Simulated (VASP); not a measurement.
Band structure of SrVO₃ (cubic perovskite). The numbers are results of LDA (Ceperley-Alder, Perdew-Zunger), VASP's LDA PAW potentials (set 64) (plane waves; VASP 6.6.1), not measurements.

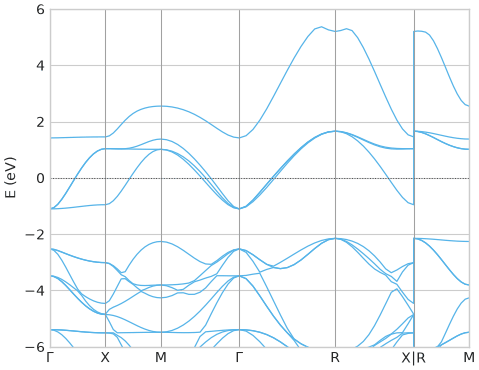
Fig. 1. Bands along high-symmetry lines, zero at the valence-band maximum or, without a gap, the Fermi level

Problem. Read the plot: is there a gap, and where are the band edges?

Solution. It has no gap at this level: it comes out as a metal or semimetal. (Edges off the drawn lines would not show.)

The compound is SrVO3 in the cubic perovskite structure. It was relaxed first. The run is not spin-polarised, so no magnetic state was tried. The electron count is odd and the run is not spin-polarised, which forces a metal.
